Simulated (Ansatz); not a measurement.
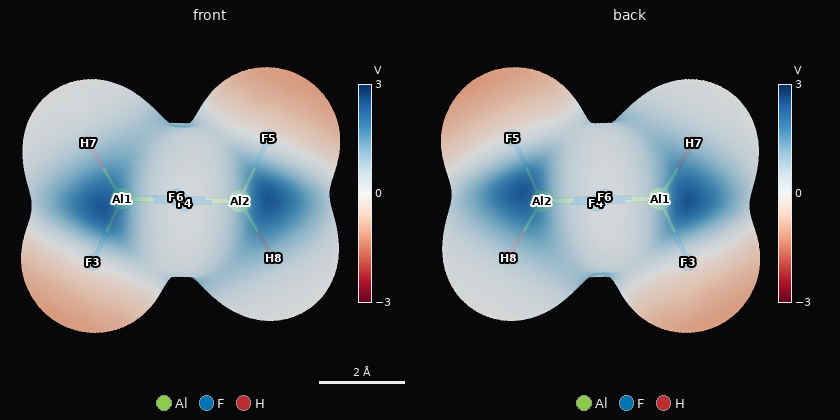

Figure 1: Al2F4H2 (SMILES [F][AlH-]1[F+][AlH-]([F])[F+]1). The electrostatic potential painted on the density surface at 0.001 e/bohr³, seen from the front and from behind; red is negative and blue positive.

Geometry: PBE0-D4/def2-SVP.

These are results of isolated molecule in a Gaussian basis; Kohn-Sham density functional theory, functional PBE0 in Ansatz 0.2.0, not measurements.

```xyz
8

Al   -2.0538    0.3393    0.2113
Al   -0.4755   -1.9118   -0.3659
F    -3.5103    0.3293   -0.5797
F    -1.7509   -1.3587    0.8256
F     0.9812   -1.9018    0.4249
F    -0.7783   -0.2138   -0.9803
H    -1.5752    1.4618    1.1806
H    -0.9541   -3.0342   -1.3354
```

Which sites attract a positive test charge, and which a negative one?

A positive charge is drawn to the negative regions and a negative charge to the positive ones. The most negative region (about −1.1 V) lies over F3 and F5, the most positive (about +2.4 V) over Al1 and Al2.
